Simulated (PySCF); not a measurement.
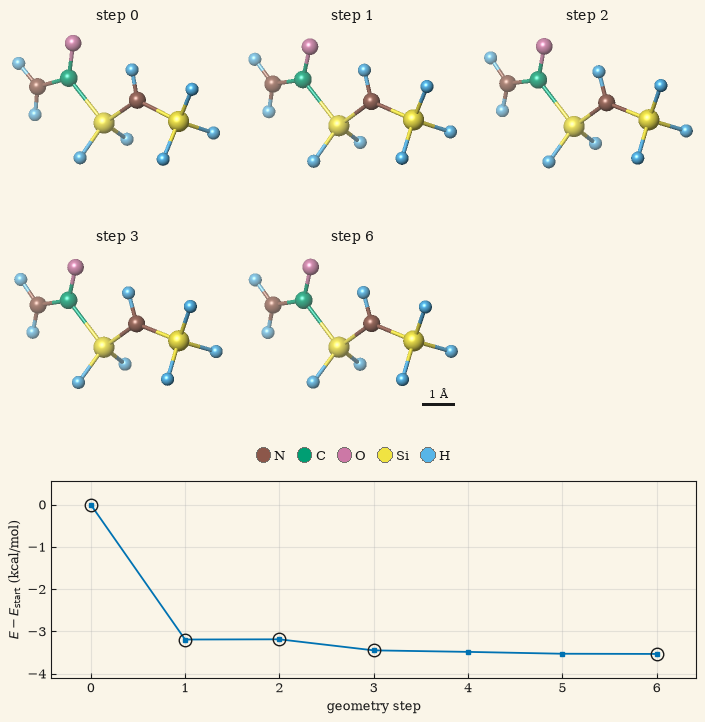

Frames of a relaxation of CH$_{8}$N$_{2}$OSi$_{2}$, marked on the history of the run. Style: ball-and-stick. Shown from a free direction.

The start comes from GFN2-xTB. Its atoms were then displaced at random by about 0.01 Å.

All numbers below come from PBE0-D3(BJ)/def2-SVP geometry optimisation, gas phase in PySCF 2.14.0, density-fitted response routines. 

Question: What happens along the run?

Answer: After 6 geometry steps the energy has fallen by 3.53 kcal/mol. The atom that moves furthest after the best rigid fit is an H atom (0.16 Å). By element the largest moves are H 0.16 Å, O 0.14 Å, Si 0.10 Å, N 0.09 Å, C 0.04 Å. Near-neighbour distances that change, for instance: C–Si 1.886 → 1.937 Å, H–N 0.991 → 1.025 Å, H–Si 1.460 → 1.492 Å, N–Si 1.748 → 1.721 Å. Among the angles between lasting bonds that change: O–C–Si 121.6° → 117.1°, Si–N–H 112.5° → 108.2°, N–C–Si 116.6° → 120.2°. From step 0 to 1: the O atom moves most (0.17 Å), energy −3.19 kcal/mol. From step 1 to 2: an H atom moves most (0.07 Å), energy +0.00 kcal/mol. From step 2 to 3: the O atom moves most (0.05 Å), energy −0.26 kcal/mol. From step 3 to 6: an H atom moves most (0.02 Å), energy −0.08 kcal/mol.

```json
{"step": "0", "E − E(0), kcal/mol": "0.00"}
{"step": "1", "E − E(0), kcal/mol": "-3.19"}
{"step": "2", "E − E(0), kcal/mol": "-3.19"}
{"step": "3", "E − E(0), kcal/mol": "-3.45"}
{"step": "4", "E − E(0), kcal/mol": "-3.48"}
{"step": "5", "E − E(0), kcal/mol": "-3.53"}
{"step": "6", "E − E(0), kcal/mol": "-3.53"}
```
